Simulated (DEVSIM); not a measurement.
Structure: TaN/Si3N4/p-GaSb capacitor, at 250 K.

```
layer (left to right)  material  thickness (nm)  Na (cm⁻³)
---------------------  --------  --------------  ---------
1                         Si3N4            5.90          -
2                          GaSb             530     1.3e18
```

Metal gate on the left, work function 4.4 eV. Fixed charge at the semiconductor interface 0 cm⁻² (in units of +e); no interface traps.

Constants are typed, rounded textbook-type inputs, not results; the design itself was drawn at random and stands for no fabricated device. Values at 300 K; Nc and Nv go as T^1.5, mobilities as T to minus their exponent, the gap by Varshni's rule with the affinity fixed.

```
parameter         Si3N4     GaSb
----------------  -----  -------
gap (eV)            5.1    0.726
affinity (eV)       2.1     4.06
permittivity        7.5     15.7
Nc (cm⁻³)             -   2.1e17
Nv (cm⁻³)             -   1.8e19
Varshni α (eV/K)      -  0.00042
Varshni β (K)         -      140
```

Simulated with DEVSIM: 1D Poisson equation in equilibrium, Boltzmann statistics, complete ionisation; no quantum confinement or tunnelling. Metal contacts follow the ideal Schottky-Mott rule: no Fermi-level pinning, no interface dipoles.

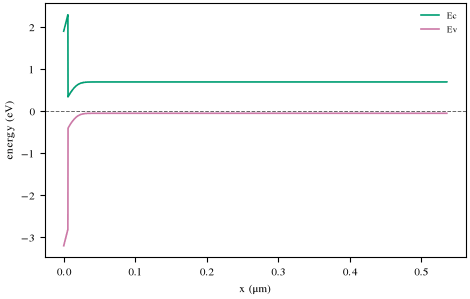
Figure. Band edges at 0.4 V on the gate

Energies count from the Fermi level of the right contact; mesh points crowd at the junctions.

| x (μm) | Ec (eV) | Ev (eV) | n (cm⁻³) | p (cm⁻³) | field (V/cm) |
|---|---|---|---|---|---|
| 0.000 | 1.900 | -3.200 | < 1e2 | < 1e2 | 670000 |
| 0.0008600 | 1.957 | -3.143 | < 1e2 | < 1e2 | 670000 |
| 0.002098 | 2.040 | -3.060 | < 1e2 | < 1e2 | 670000 |
| 0.003684 | 2.146 | -2.954 | < 1e2 | < 1e2 | 670000 |
| 0.005289 | 2.253 | -2.847 | < 1e2 | < 1e2 | 670000 |
| 0.006068 | 0.339 | -0.406 | 2.4e10 | 9.0e10 | 320000 |
| 0.007183 | 0.373 | -0.371 | 4.8e9 | 4.4e11 | 300000 |
| 0.01024 | 0.458 | -0.287 | 9.5e7 | 2.2e13 | 250000 |
| 0.01484 | 0.558 | -0.186 | 880000 | 2.4e15 | 180000 |
| 0.02329 | 0.663 | -0.082 | 7000 | 3.1e17 | 67000 |
| 0.03879 | 0.693 | -0.051 | 1700 | 1.3e18 | 1800 |
| 0.08129 | 0.694 | -0.051 | 1600 | 1.3e18 | ≈ 0 |
| 0.1453 | 0.694 | -0.051 | 1600 | 1.3e18 | ≈ 0 |
| 0.2628 | 0.694 | -0.051 | 1600 | 1.3e18 | ≈ 0 |
| 0.4146 | 0.694 | -0.051 | 1600 | 1.3e18 | ≈ 0 |
| 0.4704 | 0.694 | -0.051 | 1600 | 1.3e18 | ≈ 0 |
| 0.5007 | 0.694 | -0.051 | 1600 | 1.3e18 | ≈ 0 |
| 0.5173 | 0.694 | -0.051 | 1600 | 1.3e18 | ≈ 0 |
| 0.5283 | 0.694 | -0.051 | 1600 | 1.3e18 | ≈ 0 |
| 0.5323 | 0.694 | -0.051 | 1600 | 1.3e18 | ≈ 0 |
| 0.5344 | 0.694 | -0.051 | 1600 | 1.3e18 | ≈ 0 |
| 0.5359 | 0.694 | -0.051 | 1600 | 1.3e18 | ≈ 0 |
